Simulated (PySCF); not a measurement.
H₄N+, SMILES [NH4+], charge +1.

Geometry optimised at r2SCAN-D4/def2-TZVPD.

Lowest vertical singlet excitation by several levels in PySCF, with rough processor times relative to the cheapest run on one machine. Each run also gave further roots (ADC and EOM-CCSD ionised and attached states too); roots are paired by order and the bases differ. EOM-CCSD serves as a yardstick, not as the true value; all levels that ended soundly for this molecule are listed, with differences from unrounded values.

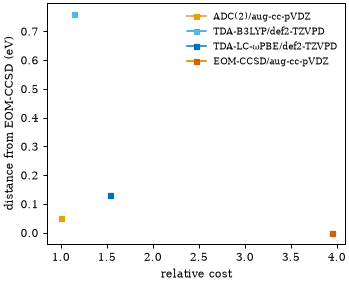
Cost against distance from EOM-CCSD for the lowest singlet.

```csv
level,relative cost,S1 (eV),S1 minus EOM-CCSD (eV)
ADC(2)/aug-cc-pVDZ,1,15.51,-0.05
TDA-B3LYP/def2-TZVPD,1,14.80,-0.76
TDA-LC-ωPBE/def2-TZVPD,2,15.43,-0.13
EOM-CCSD/aug-cc-pVDZ,4,15.56,0.00
```
